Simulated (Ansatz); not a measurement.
# BaTiO3 (R3m): from the cell to its phonons

Task: relax BaTiO3 (R3m), then find its harmonic phonons.

Main program and level: Ansatz 0.2.0; DFT LDA, scalar-relativistic, plane waves, PAW.

## (1) Starting point

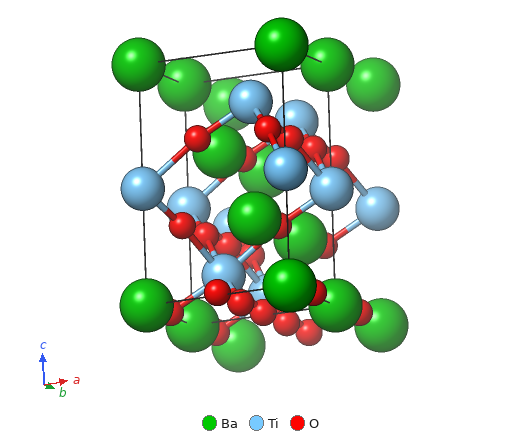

The cell as given, from a free direction (barium green, titanium blue, oxygen red). 1×2×1 cells are drawn. This picture shows the conventional cell, with its axes. Some periodic images of atoms are drawn too.

## (2) Bringing the structure to rest

Harmonic phonons are second derivatives at a point where the forces vanish, and they are wanted at zero stress, so atoms and cell are relaxed first.

Input file input.yaml:

```yaml
crystal:
  lattice:
    - [2.8273666084, 1.6323808724, 2.3183934932]
    - [-2.8273666084, 1.6323808724, 2.3183934932]
    - [0.0, -3.2647617449, 2.3183934932]
  atoms:
    - { symbol: Ba, position: [0.0, 0.0, 0.0] }
    - { symbol: Ti, position: [0.4845, 0.4845, 0.4845] }
    - { symbol: O, position: [0.5086, 0.5086, 0.0175] }
    - { symbol: O, position: [0.0175, 0.5086, 0.5086] }
    - { symbol: O, position: [0.5086, 0.0175, 0.5086] }
kpoints:
  mp_grid: { grid: [6, 6, 6] }
hamiltonian:
  xc: lda
scf:
  occupations: { method: gaussian, width: 0.02 }
output:
  forces: true
  stress: true
  eigenvalues: true
relax:
  adjacent_minimum: "off"
  f_tol: 0.005
  max_steps: 80
  cell: { stress_tol: 0.05 }
```

The run is started by

```console
$ ansatz run input.yaml --threads 4 --pin off --max-ram 7168MiB --backend cpu --events-out ev --progress --plain --runs-dir out
```

Numbers of over 12 decimals in the logs are rounded to 6 here.

What it wrote:

```text
Engine: ansatz 0.2.0, aarch64-unknown-linux-gnu
Pseudopotentials: kind: paw
Pseudopotential: Ba, paw, valence charge 10, recommended cutoff 420 eV (normal), Ba.paw.azcp
Pseudopotential: Ti, paw, valence charge 12, recommended cutoff 420 eV (normal), Ti.paw.azcp
Pseudopotential: O, paw, valence charge 6, recommended cutoff 420 eV (normal), O.paw.azcp
Functional definition: SPW92
  exchange = slater_x
  correlation = pw_c
Crystal: 5 atoms, lattice volume = 64.201 Å³
Basis set: ecut = 420 eV, 1237 PW (Γ)
Bands: 25, of which v1, the nominal top of the filled ones, is band 20 counted from 1 (19 counted from 0)
Symmetry: 6 space group operations
Space group: R3m (ITA 160), of the structure as read, at distance tolerance 4.0e-5 Å
k-points: 32 of 216 (time reversal used)
Non-local potential: Ba, projectors of the file, l = 0: 3, l = 1: 2, l = 2: 2, l = 3: 2
Non-local potential: Ti, projectors of the file, l = 0: 3, l = 1: 2, l = 2: 3, l = 3: 1
Non-local potential: O, projectors of the file, l = 0: 2, l = 1: 2, l = 2: 1
PAW form: soft (Blöchl's): semilocal exchange-correlation on the pseudo side does not see the compensation charge
PAW frozen core: Ba, regenerated for the run's functional, and the local potential with it (the file was generated under x = pbe(κ = 0.804, μ = 0.219515), c = pbe(β = 0.066725))
PAW frozen core: Ti, regenerated for the run's functional, and the local potential with it (the file was generated under x = pbe(κ = 0.804, μ = 0.219515), c = pbe(β = 0.066725))
PAW frozen core: O, regenerated for the run's functional, and the local potential with it (the file was generated under x = pbe(κ = 0.804, μ = 0.219515), c = pbe(β = 0.066725))
PAW one-centre angular grid: Ba, 194 points (default); XC on 64 Gauss nodes
PAW one-centre angular grid: Ti, 590 points (default); XC on 64 Gauss nodes
PAW one-centre angular grid: O, 110 points (default); XC on 64 Gauss nodes
Initial density: superposition of atomic densities (neutral atoms: chi_scale 0, normalization atom), corrected by the library's trained network
Initial wavefunctions: pseudopotential atomic-orbital guess
Functional: x = slater, c = lda
SCF iter   1: F=—  HF=-9904.495220 eV  |F-HF|=—  |Δ(HF+E_count)|=         —  Δρ=1.90e-2  dr2=2.25e-1  ethr=1.77e-3  ⟨swp⟩=6.5  Hψ=4102  notcnv=0
preconditioner: auto → Resta (q_TF=auto, 2.521 Å⁻¹)  ε∞=5.8  [insulator: Δε(μ)=2.122 eV  Ē_g=11.973 eV  σ=0.020 eV  W_gap=1.00  n_scr=18 (ndim 8)  ℏωp=26.2 eV  f_vac=0.000  D(μ)=0.00/eV (n_scr^D=0)  ε∞_Penn≈5.8]
SCF iter   2: F=—  HF=-9904.454039 eV  |F-HF|=—  |Δ(HF+E_count)|=   4.12e-2  Δρ=5.84e-3  dr2=2.68e-2  ethr=5.61e-4  ⟨swp⟩=2.8  Hψ=1591  notcnv=0  defer=32
SCF iter   3: F=—  HF=-9904.449971 eV  |F-HF|=—  |Δ(HF+E_count)|=   4.07e-3  Δρ=2.06e-3  dr2=3.44e-3  ethr=6.70e-5  ⟨swp⟩=2.0  Hψ=1167  notcnv=0  defer=32
SCF iter   4: F=—  HF=-9904.449285 eV  |F-HF|=—  |Δ(HF+E_count)|=   6.85e-4  Δρ=1.91e-4  dr2=3.79e-5  ethr=8.59e-6  ⟨swp⟩=2.0  Hψ=1387  notcnv=0  defer=32
SCF iter   5: F=—  HF=-9904.449278 eV  |F-HF|=—  |Δ(HF+E_count)|=   7.16e-6  Δρ=3.53e-5  dr2=8.79e-7  ethr=9.48e-8  ⟨swp⟩=2.4  Hψ=1250  notcnv=0  defer=32
SCF iter   6: F=-9904.449278 eV  HF=-9904.449278 eV  |F-HF|=1.25e-8  |Δ(HF+E_count)|=   2.86e-7  Δρ=6.85e-6  dr2=2.81e-8  ethr=2.50e-10  ⟨swp⟩=10.3  Hψ=4491  notcnv=0
SCF 1 converged in 6 iterations: F = -9904.449278 eV  dr2 = 2.81e-8
  greatest PAW one-centre occupation: 0.999 electrons in one spin orbital (limit 2), on the Ti atom at site 1 (counted from 0), in its partial waves of l = 0
relax step   1: F+E_penalty+E_count = -9904.44927791 eV  Δ(F+E_penalty+E_count) = +0.000e0 eV  max|allowed force component| = 1.618e-1 eV/Å  Δτ_max = 0.0000 Å  P = -6.063 GPa  Ω = 64.201 Å³  (6 SCF iters, dr2 threshold 1.00e-7 eV, accepted)
Crystal: 5 atoms, lattice volume = 61.503 Å³
Basis set: ecut = 420 eV, 1213 PW (Γ)
Initial density: handed on by an earlier stage of this run
Initial wavefunctions: those handed on with the density
iter 1 solved again at ethr=7.93e-5 eV; its pass at ethr=3.10e-3 eV (dr2=3.17e-2 eV) is discarded
SCF iter   1: F=—  HF=-9904.509293 eV  |F-HF|=—  |Δ(HF+E_count)|=         —  Δρ=6.50e-3  dr2=3.24e-2  ethr=7.93e-5  ⟨swp⟩=1.0  Hψ=4393  notcnv=0
preconditioner: auto → Resta (q_TF=auto, 2.540 Å⁻¹)  ε∞=5.7  [insulator: Δε(μ)=2.486 eV  Ē_g=12.352 eV  σ=0.020 eV  W_gap=1.00  n_scr=18 (ndim 8)  ℏωp=26.8 eV  f_vac=0.000  D(μ)=0.00/eV (n_scr^D=0)  ε∞_Penn≈5.7]
SCF iter   2: F=—  HF=-9904.502721 eV  |F-HF|=—  |Δ(HF+E_count)|=   6.57e-3  Δρ=2.67e-3  dr2=7.79e-3  ethr=7.93e-5  ⟨swp⟩=2.9  Hψ=1335  notcnv=0
SCF iter   3: F=—  HF=-9904.500448 eV  |F-HF|=—  |Δ(HF+E_count)|=   2.27e-3  Δρ=7.14e-4  dr2=4.82e-4  ethr=1.95e-5  ⟨swp⟩=2.2  Hψ=1344  notcnv=0
SCF iter   4: F=—  HF=-9904.500316 eV  |F-HF|=—  |Δ(HF+E_count)|=   1.32e-4  Δρ=1.69e-4  dr2=1.25e-5  ethr=1.21e-6  ⟨swp⟩=2.0  Hψ=1212  notcnv=0
iter 5 did not close the SCF: its close was put off for the readings that it lacked (scf_convergence_deferred on its scf_iter line)
SCF iter   5: F=-9904.500315 eV  HF=-9904.500315 eV  |F-HF|=8.93e-9  |Δ(HF+E_count)|=   6.91e-7  Δρ=1.92e-5  dr2=1.71e-7  ethr=3.11e-8  ⟨swp⟩=2.6  Hψ=1369  notcnv=0
SCF iter   6: F=-9904.500315 eV  HF=-9904.500315 eV  |F-HF|=1.24e-9  |Δ(HF+E_count)|=   3.59e-8  Δρ=3.09e-6  dr2=3.71e-9  ethr=4.26e-10  ⟨swp⟩=3.5  Hψ=2989  notcnv=0
SCF 2 converged in 6 iterations: F = -9904.500315 eV  dr2 = 3.71e-9
relax step   2: F+E_penalty+E_count = -9904.50031508 eV  Δ(F+E_penalty+E_count) = -5.104e-2 eV  max|allowed force component| = 3.239e-1 eV/Å  Δτ_max = 0.0587 Å  P = +1.439 GPa  Ω = 61.503 Å³  energy of the carried Pulay correction = +1.297e-2 eV  (6 SCF iters, dr2 threshold 5.00e-7 eV, accepted)
Crystal: 5 atoms, lattice volume = 61.765 Å³
iter 1 solved again at ethr=3.61e-5 eV; its pass at ethr=3.10e-3 eV (dr2=1.44e-2 eV) is discarded
SCF iter   1: F=—  HF=-9904.511818 eV  |F-HF|=—  |Δ(HF+E_count)|=         —  Δρ=3.33e-3  dr2=1.46e-2  ethr=3.61e-5  ⟨swp⟩=1.8  Hψ=3947  notcnv=0
preconditioner: auto → Resta (q_TF=auto, 2.538 Å⁻¹)  ε∞=5.8  [insulator: Δε(μ)=2.386 eV  Ē_g=12.262 eV  σ=0.020 eV  W_gap=1.00  n_scr=18 (ndim 8)  ℏωp=26.7 eV  f_vac=0.000  D(μ)=0.00/eV (n_scr^D=0)  ε∞_Penn≈5.8]
SCF iter   2: F=—  HF=-9904.508081 eV  |F-HF|=—  |Δ(HF+E_count)|=   3.74e-3  Δρ=1.82e-3  dr2=4.72e-3  ethr=3.61e-5  ⟨swp⟩=2.2  Hψ=1277  notcnv=0
SCF iter   3: F=—  HF=-9904.506286 eV  |F-HF|=—  |Δ(HF+E_count)|=   1.80e-3  Δρ=3.15e-4  dr2=5.71e-5  ethr=1.18e-5  ⟨swp⟩=2.0  Hψ=1340  notcnv=0
[...]
relax step   6: F+E_penalty+E_count = -9904.51377517 eV  Δ(F+E_penalty+E_count) = -4.968e-4 eV  max|allowed force component| = 7.264e-2 eV/Å  Δτ_max = 0.0154 Å  P = -0.330 GPa  Ω = 61.552 Å³  energy of the carried Pulay correction = +1.273e-2 eV  (6 SCF iters, dr2 threshold 2.37e-7 eV, accepted)
relax step   7: F+E_penalty+E_count = -9904.51472324 eV  Δ(F+E_penalty+E_count) = -9.481e-4 eV  max|allowed force component| = 1.818e-3 eV/Å  Δτ_max = 0.0114 Å  P = +0.003 GPa  Ω = 61.521 Å³  energy of the carried Pulay correction = +1.289e-2 eV  (6 SCF iters, dr2 threshold 5.00e-7 eV, accepted)
relax step   8: F+E_penalty+E_count = -9904.51474497 eV  Δ(F+E_penalty+E_count) = -2.173e-5 eV  max|allowed force component| = 3.456e-3 eV/Å  Δτ_max = 0.0004 Å  P = +0.017 GPa  Ω = 61.515 Å³  energy of the carried Pulay correction = +1.291e-2 eV  (6 SCF iters, dr2 threshold 2.15e-8 eV, rejected (line search))
relax step   9: F+E_penalty+E_count = -9904.51473962 eV  Δ(F+E_penalty+E_count) = -1.638e-5 eV  max|allowed force component| = 1.776e-4 eV/Å  Δτ_max = 0.0003 Å  P = +0.003 GPa  Ω = 61.519 Å³  energy of the carried Pulay correction = +1.289e-2 eV  (6 SCF iters, accepted)
relax step  10: F+E_penalty+E_count = -9904.50437222 eV  Δ(F+E_penalty+E_count) = +1.037e-2 eV  max|allowed force component| = 2.953e-4 eV/Å  Δτ_max = 0.0000 Å  P = -0.289 GPa  Ω = 61.519 Å³  stress off target by 3.00e-1 GPa  SCF on the basis re-selected at this cell (its energy is not comparable with the rows above)  (6 SCF iters)
relax step  11: F+E_penalty+E_count = -9904.50546367 eV  Δ(F+E_penalty+E_count) = -1.091e-3 eV  max|allowed force component| = 2.066e-2 eV/Å  Δτ_max = 0.0041 Å  P = +0.351 GPa  Ω = 61.286 Å³  energy of the carried Pulay correction = +1.130e-3 eV  (6 SCF iters, dr2 threshold 2.26e-7 eV, rejected (line search))
relax step  12: F+E_penalty+E_count = -9904.50502149 eV  Δ(F+E_penalty+E_count) = -6.493e-4 eV  max|allowed force component| = 9.806e-4 eV/Å  Δτ_max = 0.0021 Å  P = -0.016 GPa  Ω = 61.408 Å³  energy of the carried Pulay correction = +5.412e-4 eV  (6 SCF iters, accepted)
iter 1 solved again at ethr=1.51e-8 eV; its pass at ethr=3.10e-3 eV (dr2=6.04e-6 eV) is discarded
SCF iter   1: F=—  HF=-9904.504564 eV  |F-HF|=—  |Δ(HF+E_count)|=         —  Δρ=1.56e-5  dr2=2.37e-8  ethr=1.51e-8  ⟨swp⟩=3.6  Hψ=6531  notcnv=0
preconditioner: auto → Resta (q_TF=auto, 2.540 Å⁻¹)  ε∞=5.8  [insulator: Δε(μ)=2.159 eV  Ē_g=12.205 eV  σ=0.020 eV  W_gap=1.00  n_scr=18 (ndim 8)  ℏωp=26.8 eV  f_vac=0.000  D(μ)=0.00/eV (n_scr^D=0)  ε∞_Penn≈5.8]
SCF iter   2: F=—  HF=-9904.504568 eV  |F-HF|=—  |Δ(HF+E_count)|=   4.26e-6  Δρ=7.24e-6  dr2=4.37e-9  ethr=5.92e-11  ⟨swp⟩=2.1  Hψ=1421  notcnv=0
SCF iter   3: F=—  HF=-9904.504568 eV  |F-HF|=—  |Δ(HF+E_count)|=   1.24e-9  Δρ=1.88e-6  dr2=3.02e-10  ethr=1.09e-11  ⟨swp⟩=1.3  Hψ=867  notcnv=0
iter 4 did not close the SCF: its close was put off for the readings that it lacked (scf_convergence_deferred on its scf_iter line)
SCF iter   4: F=-9904.504568 eV  HF=-9904.504568 eV  |F-HF|=1.82e-12  |Δ(HF+E_count)|=  8.55e-11  Δρ=6.47e-8  dr2=1.93e-12  ethr=1.00e-12  ⟨swp⟩=2.3  Hψ=1344  notcnv=0
iter 5 did not close the SCF: its close was put off for the readings that it lacked (scf_convergence_deferred on its scf_iter line)
SCF iter   5: F=-9904.504568 eV  HF=-9904.504568 eV  |F-HF|=0.00e0  |Δ(HF+E_count)|=    0.00e0  Δρ=1.94e-8  dr2=2.18e-13  ethr=1.00e-12  ⟨swp⟩=1.0  Hψ=800  notcnv=0
iter 6 did not close the SCF: its close was put off for the readings that it lacked (scf_convergence_deferred on its scf_iter line)
SCF iter   6: F=-9904.504568 eV  HF=-9904.504568 eV  |F-HF|=1.82e-12  |Δ(HF+E_count)|=  1.82e-12  Δρ=2.96e-9  dr2=6.51e-15  ethr=1.00e-12  ⟨swp⟩=1.0  Hψ=800  notcnv=0
iter 7 did not close the SCF: its close was put off for the readings that it lacked (scf_convergence_deferred on its scf_iter line)
SCF iter   7: F=-9904.504568 eV  HF=-9904.504568 eV  |F-HF|=1.82e-12  |Δ(HF+E_count)|=    0.00e0  Δρ=5.95e-10  dr2=1.02e-16  ethr=1.00e-12  ⟨swp⟩=1.0  Hψ=800  notcnv=0
SCF iter   8: F=-9904.504568 eV  HF=-9904.504568 eV  |F-HF|=3.64e-12  |Δ(HF+E_count)|=    0.00e0  Δρ=1.51e-10  dr2=7.26e-18  ethr=1.00e-12  ⟨swp⟩=2.9  Hψ=1908  notcnv=0
SCF 13 converged in 8 iterations: F = -9904.504568 eV  dr2 = 7.26e-18
relax step  13: F+E_penalty+E_count = -9904.50456837 eV  Δ(F+E_penalty+E_count) = +4.531e-4 eV  max|allowed force component| = 1.003e-3 eV/Å  Δτ_max = 0.0000 Å  P = -0.025 GPa  Ω = 61.408 Å³  stress off target by 2.61e-2 GPa  SCF on the basis re-selected at this cell (its energy is not comparable with the rows above)  (8 SCF iters)
basis re-selected at this cell: Δ(F+E_penalty+E_count) = +4.531e-4 eV, ΔP = -0.008 GPa vs the last step (what re-selecting the basis moved, of the pressure what is left beyond the Pulay correction that the steps carried, after the strain that the cell walked since its last selection, with what the two solves' SCF thresholds leave and, on support functions, any second-order correction that the steps lacked; it is no m [...]
SCF converged after 8 iterations
Free energy (F): -9904.504568 eV
Harris-Foulkes:  -9904.504568 eV  (|F-HF|=3.64e-12)
Internal energy: -9904.504568 eV  (E = F + TS)
E sigma→0 (E₀):  -9904.504568 eV
Fermi energy:    11.595254 eV
--- Per-component energies (eV) ---
  E_band       = -123.952467
  E_kinetic    = 970.633146
  E_local      = -2056.342827  (includes V_loc(G=0)·N_el)
  E_nonlocal   = 216.605248
  E_hartree    = 803.027664
  E_xc         = -486.493608
  E_vxc        = -544.257853  (∫ρ·V_xc dr)
  E_paw        = -6495.560060  (= ΣΔE_a)
  E_vpaw       = -316.652956  (= ΣTr[D̂ρ^β])
  E_aug_tail   = 0.007446  (compensation charges beyond the density's cutoff)
  E_ewald      = -2857.280808
  E_core_change = 0.899230  (= ΣΔE_core)
  E_smearing   = -0.000000  (= −TS)
  E_closure    = -0.000000  (closes the sum)
  Σ components = -9904.504568   (vs F -9904.504568, Δ=0.00e0)
--- Forces (eV/Å), atoms counted from 1 ---
  atom   1  Ba    -0.00000000     0.00000000    -0.00084393
  atom   2  Ti    -0.00000000    -0.00000000     0.00099018
  atom   3  O      0.00000000     0.00054429    -0.00006970
  atom   4  O     -0.00047137    -0.00027214    -0.00006970
  atom   5  O      0.00047137    -0.00027214    -0.00006970
  max |Σ_I F_I| component: 6.29e-5 eV/Å
--- Stress (GPa, compression-positive) ---
       -0.023899      -0.000000      -0.000000
       -0.000000      -0.023899       0.000000
       -0.000000       0.000000      -0.026075
  P = ⅓ Tr σ = -0.0246 GPa (-0.246 kbar)
--- Band table (eV; the first three rows and the last of 32) ---
  k-point 0: bands = [... 16 lower, 9.3251, 10.2127, 10.3172, 10.3172, 12.6748, 12.6748, 12.7927, 15.1288, ... 1 higher]
  k-point 1: bands = [... 16 lower, 9.1258, 9.7155, 10.1527, 10.1585, 12.7337, 13.1456, 13.1697, 15.1325, ... 1 higher]
  k-point 2: bands = [... 16 lower, 8.7873, 8.9959, 9.8281, 9.8980, 12.8043, 13.9727, 14.0348, 15.1277, ... 1 higher]
  k-point 31: bands = [... 16 lower, 8.2505, 10.5048, 10.5048, 10.5159, 15.0576, 15.1406, 15.1406, 17.4474, ... 1 higher]
--- Relaxed structure (11 steps of the walk, 8 accepted, 2 SCFs on fresh bases) ---
  F+E_penalty+E_count = -9904.50456837 eV   max|allowed force component| = 1.003e-3 eV/Å   (the final SCF, on the basis selected at the relaxed cell)
  cell:  # Å, volume = 61.4080 Å³
    - [2.788018, 1.609663, 2.280570]
    - [-2.788018, 1.609663, 2.280570]
    - [-9.123492478252707e-19, -3.219326, 2.280570]
  atoms:
    - { symbol: Ba, position: [-0.000933792, -0.000933792, -0.000933792] }
    - { symbol: Ti, position: [0.490210, 0.490210, 0.490210] }
    - { symbol: O, position: [0.508553, 0.508553, 0.012817] }
    - { symbol: O, position: [0.012817, 0.508553, 0.508553] }
    - { symbol: O, position: [0.508553, 0.012817, 0.508553] }
```

Elapsed: 43 s, on 4 threads of Arm Neoverse N1, shared host; peak memory 0.44 GiB; 2.5 min of CPU time.

Step by step:

```csv
step,energy less that of the first step (eV),largest force component (eV/Å),pressure (GPa),volume (Å³)
1,0.0000,0.1618,-6.06,64.20
2,-0.0510,0.3239,1.44,61.50
3,-0.0570,0.3457,0.30,61.76
4,-0.0578,0.0140,0.27,60.93
5,-0.0640,0.0616,0.08,61.22
6,-0.0645,0.0726,-0.33,61.55
7,-0.0654,0.0018,0.00,61.52
8,-0.0655,0.0035,0.02,61.51
9,-0.0655,0.0002,0.00,61.52
10*,-0.0551,0.0003,-0.29,61.52
11,-0.0562,0.0207,0.35,61.29
12,-0.0557,0.0010,-0.02,61.41
13*,-0.0553,0.0010,-0.02,61.41
```

Relaxation steps marked * repeat the geometry before them on a plane-wave basis chosen anew for their cell, so energy and pressure can jump there. Relaxation steps 4, 8, 11 were tried and not accepted.

The run keeps the 6 symmetry operations that it works with, so distortions that break them were not tested.

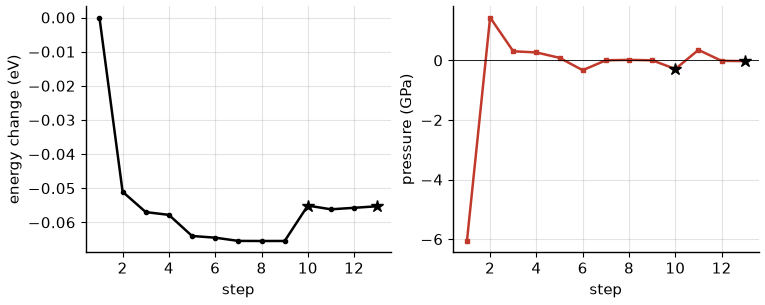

Energy and pressure along the relaxation. Stars mark steps on a basis chosen anew.

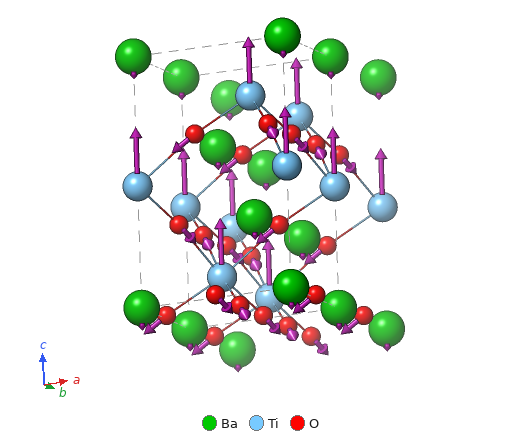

Displacements in the relaxation, exaggerated, measured against the changing cell; the longest in the cell stands for 0.04 Å. 1×2×1 conventional cells are drawn. Some periodic images of atoms are drawn too.

```csv
"conventional cell, symmetrised",before,after,change
a (Å),5.655,5.576,-1.4 %
b (Å),5.655,5.576,-1.4 %
c (Å),6.955,6.842,-1.6 %
volume (Å³/atom),12.84,12.28,-4.4 %
```

The atoms that moved most (Å, as changes of fractional coordinates times the final cell):

```csv
atom,dx,dy,dz,length
Ti2,0.000,0.000,0.039,0.039
O3,0.000,0.015,-0.011,0.018
O4,-0.013,-0.007,-0.011,0.018
O5,0.013,-0.007,-0.011,0.018
Ba1,0.000,0.000,-0.006,0.006
```

The relaxed structure:

```xyz
5
Lattice="2.7880 1.6097 2.2806 -2.7880 1.6097 2.2806 0.0000 -3.2193 2.2806" Properties=species:S:1:pos:R:3 pbc="T T T"
Ba    0.0000    0.0000   -0.0064
Ti    0.0000    0.0000    3.3539
O     0.0000    1.5959    2.3488
O    -1.3821   -0.7980    2.3488
O     1.3821   -0.7980    2.3488
```

This step gave:

```yaml
pressure: -0.02462 GPa
gap_on_the_k_mesh: 2.159 eV
volume_per_atom: 12.28 Å³
direct_gap_on_mesh: 2.358 eV
```

In this step the volume went from 12.84 to 12.28 Å³/atom.

## (3) Tight relaxation

Phonons need a cell at rest on their own settings, so the relaxation is repeated with tight tolerances on forces and stress, using the mesh and the filling of the phonon run that follows.

Input file input.yaml:

```yaml
crystal:
  lattice:
    - [2.7880184727, 1.6096632157, 2.2805698608]
    - [-2.7880184727, 1.6096632157, 2.2805698608]
    - [0.0, -3.2193264314, 2.2805698607]
  atoms:
    - { symbol: Ba, position: [-0.0009337921, -0.0009337921, -0.0009337921] }
    - { symbol: Ti, position: [0.4902097415, 0.4902097415, 0.4902097415] }
    - { symbol: O, position: [0.508553276, 0.508553276, 0.0128174985] }
    - { symbol: O, position: [0.0128174985, 0.508553276, 0.508553276] }
    - { symbol: O, position: [0.508553276, 0.0128174985, 0.508553276] }
kpoints:
  mp_grid: { grid: [6, 6, 6] }
hamiltonian:
  xc: lda
scf:
  occupations: { method: fixed }
output:
  forces: true
  stress: true
  eigenvalues: true
relax:
  adjacent_minimum: "off"
  f_tol: 0.001
  max_steps: 60
  cell: { stress_tol: 0.01 }
```

What it wrote:

```text
[...]
Crystal: 5 atoms, lattice volume = 61.408 Å³
Basis set: ecut = 420 eV, 1213 PW (Γ)
Bands: 25, of which v1, the nominal top of the filled ones, is band 20 counted from 1 (19 counted from 0)
Symmetry: 6 space group operations
[...]
k-points: 32 of 216 (time reversal used)
[...]
cell:  # Å, volume = 61.3999 Å³
    - [2.787900, 1.609595, 2.280462]
    - [-2.787900, 1.609595, 2.280462]
    - [0, -3.219190, 2.280462]
  atoms:
    - { symbol: Ba, position: [-0.000947658, -0.000947658, -0.000947658] }
    - { symbol: Ti, position: [0.490226, 0.490226, 0.490226] }
    - { symbol: O, position: [0.508558, 0.508558, 0.012806] }
    - { symbol: O, position: [0.012806, 0.508558, 0.508558] }
    - { symbol: O, position: [0.508558, 0.012806, 0.508558] }
[key lines of the parts left out:]
SCF converged after 5 iterations
Free energy (F): -9904.504583 eV
Fermi energy:    10.517884 eV
P = ⅓ Tr σ = -0.0030 GPa (-0.030 kbar)
```

Wall time 19 s (4 threads); peak memory 0.42 GiB; 63 s of CPU time.

Little changed from the start: no atom moved by 0.005 Å and no cell edge by 0.1 %.

Numbers from this step:

```yaml
pressure: -0.002956 GPa
direct_gap_on_mesh: 2.357 eV
```

The largest force component left is 0.87 meV/Å and the pressure is -0.003 GPa, within the tolerances set. The cell now holds 12.28 Å³/atom.

[end of part 1 of 2]

[Logs are printed without paths, hosts, clocks, repeated set-up lines and the standing remarks that a program may print on its own settings, such as how far it seeks lower states.]

[Hosts, paths, dates, database ids (printed as entryN), source tags and the programs' standing remarks are cut or masked in the printed files.]
